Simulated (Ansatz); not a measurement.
## Run report: BSiH3SO, molecular dynamics

System: BSiH3SO, SMILES B1O[SiH2]S1.
Method: UKS BLYP-d3bj/6-31G* (Ansatz 0.2.0).

The geometry comes from this level: PBE0-D4/def2-TZVP. Figures and captions count atoms from 1; the log counts them from 0 in places.

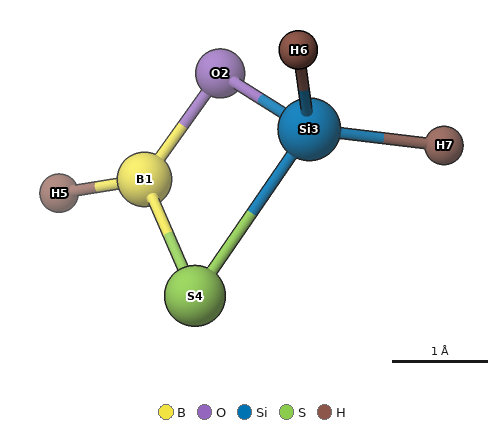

The structure as given in the input (ball-and-stick view, seen at a tilt; atoms are numbered from 1 in the order of the input). Bond lengths as drawn: B–H 1.19 Å, B–O 1.37 Å, B–S 1.85 Å, H–Si 1.48 Å, O–Si 1.68 Å and S–Si 2.13 Å.

### The input
```yaml
crystal:
  periodic: [false, false, false]
  atoms:
    - {symbol: B, position_ang: [-1.081999, 0.082021, -0.679460]}
    - {symbol: O, position_ang: [0.186969, 0.523617, -0.959917]}
    - {symbol: Si, position_ang: [0.840556, -0.062007, 0.472434]}
    - {symbol: S, position_ang: [-1.105556, -0.768609, 0.959530]}
    - {symbol: H, position_ang: [-2.021085, 0.231349, -1.395353]}
    - {symbol: H, position_ang: [1.372835, 1.023587, 1.325563]}
    - {symbol: H, position_ang: [1.869380, -1.097958, 0.231603]}
basis:
  gaussian: {orbitals: "6-31G*"}
magnetization: {spin_polarized: true, initial_magnetization: 0}
hamiltonian: {xc: {name: BLYP}, dispersion: d3bj}
md: {timestep: 0.5 fs, n_steps: 20, ensemble: nve, temperature: 500, initial_velocities: maxwell_boltzmann, seed: 159}
```

Hardware: 2 threads of Intel Xeon, 11 GiB of memory available, shared host.

Launch command:
```bash
ansatz run in.yaml --threads 2 --pin off --events-out ev --progress --plain --max-ram 4352MiB
```

### Log
```
Functional definition: BLYP
  name "BLYP"
  cite "Becke, Phys. Rev. A 38, 3098 (1988) doi:10.1103/PhysRevA.38.3098"
  cite "Lee, Yang & Parr, Phys. Rev. B 37, 785 (1988) doi:10.1103/PhysRevB.37.785"
  parameter beta = 0.0042
  parameter a = 0.04918
  parameter b = 0.132
  parameter c = 0.2533
  parameter d = 0.349
  exchange = b88_x(beta = beta)
  correlation = lyp_c(a = a, b = b, c = c, d = d)
824 factors; their error is unknown
mean field evaluation 1: about -21480.7374 eV, gradient 3.8e1 eV
mean field evaluation 2: about -21450.8453 eV, gradient 9.2e1 eV
mean field evaluation 4: about -21485.9109 eV, gradient 5.8e0 eV
mean field evaluation 8: about -21486.1234 eV, gradient 1.1e-1 eV
mean field evaluation 16: about -21486.0560 eV, gradient 3.5e-5 eV
mean field -21486.05597360 eV, -789.5979932580 hartree, gradient 3.5e-5 eV, S^2 0.000000; 0 other end points of the search recorded, 0 dependent functions left out
the calculation of the forces begins
reference -21486.05628469 eV, -789.5980046902 hartree; 23, 23 occupied and 51, 51 virtual orbitals, 824 factors
md step     0: t =     0.00 fs  T =   500.0 K  F+E_penalty+E_count = -21486.43177979 eV  E_kin = 0.323150 eV  conserved = -21486.10862979 eV  (29 SCF iters)
these checks for a lower state are left out or cut short: starts, cluster_reference, orbital_swaps, neighbouring_geometries, increment
824 factors; their error is unknown
mean field -21486.06093762 eV, -789.5981756823 hartree, gradient 1.4e-5 eV, S^2 0.000000; 0 other end points of the search recorded, 0 dependent functions left out
[... from here on the field's lines of each further geometry are left out, up to the last ...]
md step     1: t =     0.50 fs  T =   507.3 K  F+E_penalty+E_count = -21486.43649849 eV  E_kin = 0.327844 eV  conserved = -21486.10865440 eV  (30 SCF iters, 3 dispersion substeps)
md step     2: t =     1.00 fs  T =   510.4 K  F+E_penalty+E_count = -21486.43855483 eV  E_kin = 0.329889 eV  conserved = -21486.10866577 eV  (30 SCF iters, 3 dispersion substeps)
md step     3: t =     1.50 fs  T =   509.2 K  F+E_penalty+E_count = -21486.43777989 eV  E_kin = 0.329117 eV  conserved = -21486.10866332 eV  (31 SCF iters, 3 dispersion substeps)
md step     4: t =     2.00 fs  T =   503.8 K  F+E_penalty+E_count = -21486.43422454 eV  E_kin = 0.325576 eV  conserved = -21486.10864821 eV  (30 SCF iters, 3 dispersion substeps)
md step     5: t =     2.50 fs  T =   494.4 K  F+E_penalty+E_count = -21486.42813864 eV  E_kin = 0.319515 eV  conserved = -21486.10862333 eV  (30 SCF iters, 3 dispersion substeps)
md step     6: t =     3.00 fs  T =   481.7 K  F+E_penalty+E_count = -21486.41992603 eV  E_kin = 0.311334 eV  conserved = -21486.10859238 eV  (30 SCF iters, 3 dispersion substeps)
md step     7: t =     3.50 fs  T =   466.5 K  F+E_penalty+E_count = -21486.41008677 eV  E_kin = 0.301527 eV  conserved = -21486.10855927 eV  (31 SCF iters, 3 dispersion substeps)
md step     8: t =     4.00 fs  T =   449.7 K  F+E_penalty+E_count = -21486.39915598 eV  E_kin = 0.290628 eV  conserved = -21486.10852779 eV  (31 SCF iters, 3 dispersion substeps)
md step     9: t =     4.50 fs  T =   431.9 K  F+E_penalty+E_count = -21486.38764570 eV  E_kin = 0.279145 eV  conserved = -21486.10850026 eV  (32 SCF iters, 3 dispersion substeps)
md step    10: t =     5.00 fs  T =   413.9 K  F+E_penalty+E_count = -21486.37599904 eV  E_kin = 0.267520 eV  conserved = -21486.10847922 eV  (31 SCF iters, 3 dispersion substeps)
md step    11: t =     5.50 fs  T =   396.2 K  F+E_penalty+E_count = -21486.36455404 eV  E_kin = 0.256088 eV  conserved = -21486.10846580 eV  (32 SCF iters, 3 dispersion substeps)
md step    12: t =     6.00 fs  T =   379.2 K  F+E_penalty+E_count = -21486.35352457 eV  E_kin = 0.245064 eV  conserved = -21486.10846031 eV  (32 SCF iters, 3 dispersion substeps)
md step    13: t =     6.50 fs  T =   362.9 K  F+E_penalty+E_count = -21486.34299691 eV  E_kin = 0.234535 eV  conserved = -21486.10846196 eV  (32 SCF iters, 3 dispersion substeps)
md step    14: t =     7.00 fs  T =   347.3 K  F+E_penalty+E_count = -21486.33294295 eV  E_kin = 0.224474 eV  conserved = -21486.10846848 eV  (32 SCF iters, 3 dispersion substeps)
md step    15: t =     7.50 fs  T =   332.3 K  F+E_penalty+E_count = -21486.32325198 eV  E_kin = 0.214774 eV  conserved = -21486.10847812 eV  (31 SCF iters, 3 dispersion substeps)
md step    16: t =     8.00 fs  T =   317.6 K  F+E_penalty+E_count = -21486.31377222 eV  E_kin = 0.205285 eV  conserved = -21486.10848737 eV  (32 SCF iters, 3 dispersion substeps)
md step    17: t =     8.50 fs  T =   303.1 K  F+E_penalty+E_count = -21486.30436508 eV  E_kin = 0.195873 eV  conserved = -21486.10849204 eV  (32 SCF iters, 3 dispersion substeps)
md step    18: t =     9.00 fs  T =   288.5 K  F+E_penalty+E_count = -21486.29496252 eV  E_kin = 0.186473 eV  conserved = -21486.10848957 eV  (30 SCF iters, 3 dispersion substeps)
md step    19: t =     9.50 fs  T =   274.1 K  F+E_penalty+E_count = -21486.28561313 eV  E_kin = 0.177135 eV  conserved = -21486.10847767 eV  (32 SCF iters, 3 dispersion substeps)
the calculation of the forces begins
reference -21485.90379439 eV, -789.5924007750 hartree; 23, 23 occupied and 51, 51 virtual orbitals, 824 factors
824 factors; their error is unknown
mean field evaluation 192: about -21485.9035 eV, gradient 1.1e-3 eV
mean field -21485.90348041 eV, -789.5923892365 hartree, gradient 1.4e-5 eV, S^2 0.000000; 1 other end points of the search recorded, 0 dependent functions left out
the calculation of the forces begins
reference -21485.90379439 eV, -789.5924007750 hartree; 23, 23 occupied and 51, 51 virtual orbitals, 824 factors
md step    20: t =    10.00 fs  T =   260.0 K  F+E_penalty+E_count = -21486.27651297 eV  E_kin = 0.168057 eV  conserved = -21486.10845634 eV  (30 SCF iters, 3 dispersion substeps)
```

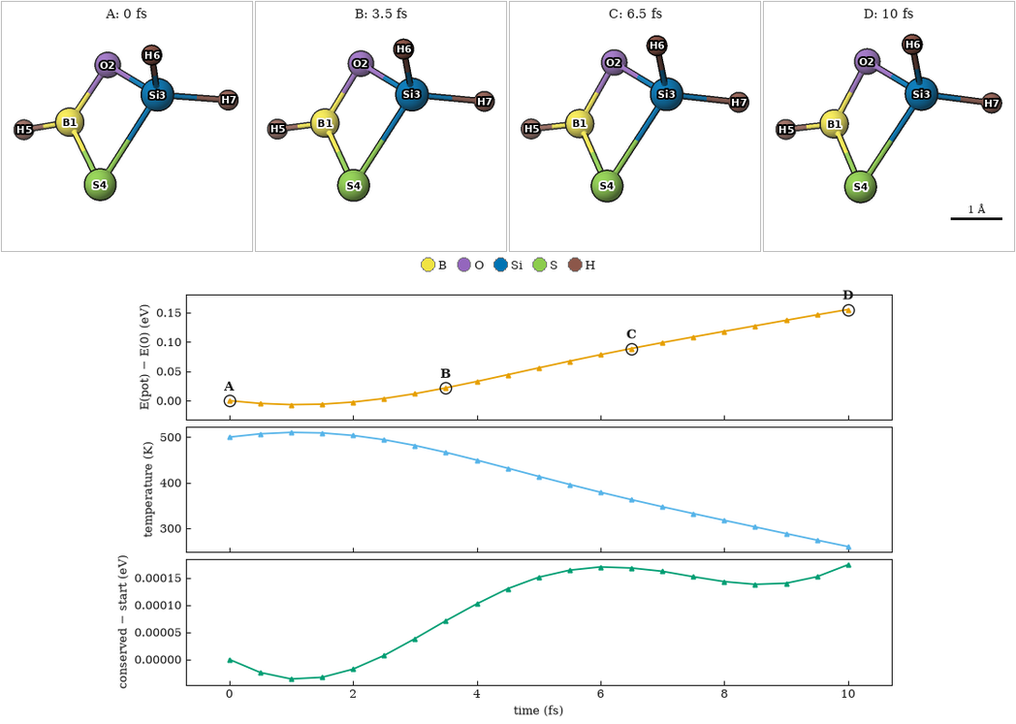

Frames of the molecular dynamics (ball-and-stick, seen at a tilt) above the curves, on which the letters mark them. The trajectory kept here has 21 frames over 10 fs. The temperature starts at 500 K, ranges from 260 to 510 K and averages 334 K over the second half. The potential energy ends 0.155 eV above its first value. The conserved quantity stays within 0.00021 eV. After an unweighted best fit of the last frame on the first, the root-mean-square displacement is 0.10 Å.

```
Total energy: -21486.27682695 eV, -789.6061094691 hartree
Atom 0 at    -1.068425     0.002302    -0.724786 Å, force     0.255967     1.357766     0.124464 eV/Å
Atom 1 at     0.193066     0.612359    -0.956798 Å, force    -0.923979    -1.445054    -0.068373 eV/Å
Atom 2 at     0.883459    -0.074969     0.462413 Å, force    -0.584311     0.731854    -0.006946 eV/Å
Atom 3 at    -1.152792    -0.776174     0.989640 Å, force     0.775418     0.046934    -0.480783 eV/Å
Atom 4 at    -2.017303     0.220717    -1.423645 Å, force     0.083866    -0.318780    -0.094704 eV/Å
Atom 5 at     1.443374     1.146738     1.095955 Å, force     0.202162    -0.222144     0.544403 eV/Å
Atom 6 at     1.859725    -1.162315     0.247612 Å, force     0.190877    -0.150575    -0.018061 eV/Å
Dipole moment:     0.333427    -0.067025     0.110938 e Å
```

### Trajectory as extended XYZ (Å, eV, eV/Å), 14 of the 21 frames kept, from step=0 to step=20
```
7
Properties=species:S:1:pos:R:3:forces:R:3 step=0 time_fs=0.0 energy=-21486.43178 temperature=500.0
B    -1.0820    0.0820   -0.6795   -0.6829  -0.0081  -0.2945
O     0.1870    0.5236   -0.9599    0.2271   0.5781  -1.0181
Si    0.8406   -0.0620    0.4724    0.8918  -0.1580   0.7113
S    -1.1056   -0.7686    0.9595   -0.5992  -0.4494   0.5996
H    -2.0211    0.2313   -1.3954   -0.0989   0.0291  -0.1012
H     1.3728    1.0236    1.3256    0.0982   0.1448   0.1240
H     1.8694   -1.0980    0.2316    0.1639  -0.1365  -0.0211
7
Properties=species:S:1:pos:R:3:forces:R:3 step=2 time_fs=1.0 energy=-21486.43856 temperature=510.4
B    -1.0796    0.0714   -0.6832   -0.5509   0.1788  -0.2538
O     0.1886    0.5331   -0.9576    0.0631   0.3752  -0.9804
Si    0.8435   -0.0636    0.4705    0.9805  -0.0937   0.7360
S    -1.1102   -0.7689    0.9622   -0.4521  -0.4239   0.5168
H    -2.0189    0.2367   -1.3931   -0.1198  -0.0178  -0.1370
H     1.3796    1.0523    1.2981    0.0585  -0.0390   0.0898
H     1.8748   -1.1139    0.2293    0.0208   0.0204   0.0285
7
Properties=species:S:1:pos:R:3:forces:R:3 step=3 time_fs=1.5 energy=-21486.43778 temperature=509.2
B    -1.0786    0.0661   -0.6851   -0.4836   0.2758  -0.2386
O     0.1894    0.5380   -0.9567   -0.0243   0.2659  -0.9516
Si    0.8451   -0.0644    0.4696    1.0187  -0.0516   0.7417
S    -1.1126   -0.7692    0.9636   -0.3782  -0.4090   0.4716
H    -2.0182    0.2393   -1.3924   -0.1215  -0.0424  -0.1473
H     1.3833    1.0667    1.2847    0.0369  -0.1356   0.0722
H     1.8777   -1.1219    0.2283   -0.0479   0.0969   0.0520
7
Properties=species:S:1:pos:R:3:forces:R:3 step=5 time_fs=2.5 energy=-21486.42814 temperature=494.4
B    -1.0769    0.0558   -0.6892   -0.3557   0.4730  -0.2185
O     0.1910    0.5478   -0.9552   -0.2022   0.0361  -0.8769
Si    0.8486   -0.0660    0.4680    1.0638   0.0495   0.7340
S    -1.1174   -0.7697    0.9665   -0.2305  -0.3747   0.3744
H    -2.0178    0.2441   -1.3921   -0.1056  -0.0939  -0.1521
H     1.3908    1.0942    1.2583   -0.0036  -0.3213   0.0465
H     1.8830   -1.1370    0.2266   -0.1664   0.2312   0.0926
7
Properties=species:S:1:pos:R:3:forces:R:3 step=6 time_fs=3.0 energy=-21486.41993 temperature=481.7
B    -1.0762    0.0508   -0.6913   -0.2973   0.5716  -0.2126
O     0.1917    0.5527   -0.9547   -0.2898  -0.0824  -0.8323
Si    0.8504   -0.0668    0.4673    1.0650   0.1064   0.7194
S    -1.1198   -0.7700    0.9680   -0.1570  -0.3553   0.3228
H    -2.0179    0.2463   -1.3926   -0.0886  -0.1205  -0.1471
H     1.3945    1.1069    1.2454   -0.0201  -0.4045   0.0411
H     1.8851   -1.1438    0.2260   -0.2123   0.2847   0.1086
7
Properties=species:S:1:pos:R:3:forces:R:3 step=8 time_fs=4.0 energy=-21486.39916 temperature=449.7
B    -1.0749    0.0411   -0.6957   -0.1931   0.7635  -0.2047
O     0.1931    0.5625   -0.9540   -0.4567  -0.3219  -0.7319
Si    0.8544   -0.0684    0.4661    1.0157   0.2274   0.6679
S    -1.1247   -0.7707    0.9711   -0.0113  -0.3123   0.2147
H    -2.0188    0.2496   -1.3944   -0.0414  -0.1739  -0.1261
H     1.4019    1.1292    1.2197   -0.0416  -0.5400   0.0498
H     1.8878   -1.1553    0.2257   -0.2716   0.3572   0.1302
7
Properties=species:S:1:pos:R:3:forces:R:3 step=9 time_fs=4.5 energy=-21486.38765 temperature=431.9
B    -1.0744    0.0366   -0.6979   -0.1468   0.8547  -0.2004
O     0.1937    0.5673   -0.9538   -0.5339  -0.4408  -0.6775
Si    0.8566   -0.0692    0.4656    0.9633   0.2892   0.6315
S    -1.1272   -0.7710    0.9727    0.0607  -0.2887   0.1586
H    -2.0194    0.2507   -1.3958   -0.0140  -0.1998  -0.1123
H     1.4054    1.1385    1.2070   -0.0455  -0.5890   0.0645
H     1.8881   -1.1597    0.2261   -0.2838   0.3744   0.1355
7
Properties=species:S:1:pos:R:3:forces:R:3 step=11 time_fs=5.5 energy=-21486.36455 temperature=396.2
B    -1.0733    0.0280   -0.7025   -0.0625   1.0218  -0.1850
O     0.1947    0.5767   -0.9538   -0.6718  -0.6724  -0.5635
Si    0.8611   -0.0707    0.4647    0.8024   0.4104   0.5402
S    -1.1321   -0.7719    0.9758    0.2022  -0.2374   0.0434
H    -2.0207    0.2513   -1.3994    0.0406  -0.2476  -0.0841
H     1.4121    1.1528    1.1822   -0.0384  -0.6440   0.1142
H     1.8868   -1.1660    0.2277   -0.2726   0.3692   0.1348
7
Properties=species:S:1:pos:R:3:forces:R:3 step=12 time_fs=6.0 energy=-21486.35352 temperature=379.2
B    -1.0729    0.0241   -0.7049   -0.0230   1.0956  -0.1717
O     0.1950    0.5813   -0.9539   -0.7311  -0.7832  -0.5052
Si    0.8634   -0.0713    0.4643    0.6947   0.4678   0.4867
S    -1.1345   -0.7723    0.9774    0.2715  -0.2098  -0.0154
H    -2.0212    0.2508   -1.4015    0.0648  -0.2683  -0.0719
H     1.4154    1.1576    1.1702   -0.0272  -0.6490   0.1486
H     1.8852   -1.1678    0.2290   -0.2497   0.3469   0.1288
7
Properties=species:S:1:pos:R:3:forces:R:3 step=14 time_fs=7.0 energy=-21486.33294 temperature=347.3
B    -1.0719    0.0169   -0.7098    0.0532   1.2190  -0.1300
O     0.1953    0.5900   -0.9543   -0.8283  -0.9904  -0.3887
Si    0.8683   -0.0726    0.4637    0.4301   0.5719   0.3686
S    -1.1393   -0.7732    0.9806    0.4067  -0.1511  -0.1338
H    -2.0218    0.2477   -1.4062    0.1009  -0.3013  -0.0558
H     1.4217    1.1627    1.1473    0.0101  -0.6138   0.2333
H     1.8802   -1.1690    0.2325   -0.1726   0.2657   0.1063
7
Properties=species:S:1:pos:R:3:forces:R:3 step=15 time_fs=7.5 energy=-21486.32325 temperature=332.3
B    -1.0714    0.0138   -0.7122    0.0906   1.2672  -0.1007
O     0.1953    0.5942   -0.9547   -0.8653  -1.0853  -0.3314
Si    0.8708   -0.0731    0.4634    0.2766   0.6167   0.3058
S    -1.1417   -0.7737    0.9821    0.4723  -0.1202  -0.1931
H    -2.0217    0.2451   -1.4088    0.1112  -0.3129  -0.0531
H     1.4248    1.1630    1.1366    0.0355  -0.5745   0.2821
H     1.8770   -1.1686    0.2346   -0.1208   0.2090   0.0904
7
Properties=species:S:1:pos:R:3:forces:R:3 step=17 time_fs=8.5 energy=-21486.30436 temperature=303.1
B    -1.0703    0.0083   -0.7173    0.1632   1.3340  -0.0248
O     0.1948    0.6020   -0.9554   -0.9147  -1.2540  -0.2208
Si    0.8759   -0.0740    0.4630   -0.0603   0.6872   0.1772
S    -1.1463   -0.7747    0.9852    0.5989  -0.0555  -0.3106
H    -2.0207    0.2377   -1.4143    0.1148  -0.3254  -0.0596
H     1.4315    1.1596    1.1174    0.0971  -0.4582   0.3876
H     1.8699   -1.1664    0.2395    0.0010   0.0720   0.0510
7
Properties=species:S:1:pos:R:3:forces:R:3 step=18 time_fs=9.0 energy=-21486.29496 temperature=288.5
B    -1.0697    0.0060   -0.7198    0.1972   1.3521   0.0210
O     0.1944    0.6057   -0.9559   -0.9266  -1.3265  -0.1680
Si    0.8785   -0.0744    0.4628   -0.2368   0.7109   0.1135
S    -1.1485   -0.7752    0.9867    0.6597  -0.0220  -0.3683
H    -2.0198    0.2328   -1.4172    0.1086  -0.3264  -0.0685
H     1.4351    1.1562    1.1092    0.1317  -0.3850   0.4417
H     1.8663   -1.1650    0.2422    0.0663  -0.0032   0.0286
7
Properties=species:S:1:pos:R:3:forces:R:3 step=20 time_fs=10.0 energy=-21486.27651 temperature=260.0
B    -1.0684    0.0023   -0.7248    0.2560   1.3578   0.1245
O     0.1931    0.6124   -0.9568   -0.9240  -1.4451  -0.0684
Si    0.8835   -0.0750    0.4624   -0.5843   0.7319  -0.0069
S    -1.1528   -0.7762    0.9896    0.7754   0.0469  -0.4808
H    -2.0173    0.2207   -1.4236    0.0839  -0.3188  -0.0947
H     1.4434    1.1467    1.0960    0.2022  -0.2221   0.5444
H     1.8597   -1.1623    0.2476    0.1909  -0.1506  -0.0181
```

### Results in brief

| quantity | value |
| --- | --- |
| outcome | finished |
| mean temperature over the second half | 334 K |
| trajectory | 20 steps, 10 fs |
| ensemble | nve |
| temperature in the input | 500 K |
| time step | 0.5 fs |
| potential energy (last step) | −21486.2768 eV |
| mean-field energy (last step) | −21485.9038 eV |
| dispersion energy (last step) | −0.3730 eV |
| SCF solution under orbital rotations (last step) | stable |
| largest force (length of the vector) (last step) | 1.717 eV/Å |
| dipole moment (last step) | 1.72 D |
| wall time | 20 s (CPU time 39 s) |
| peak memory | 0.18 GiB |

### Notes

So short a trajectory is not equilibrated.
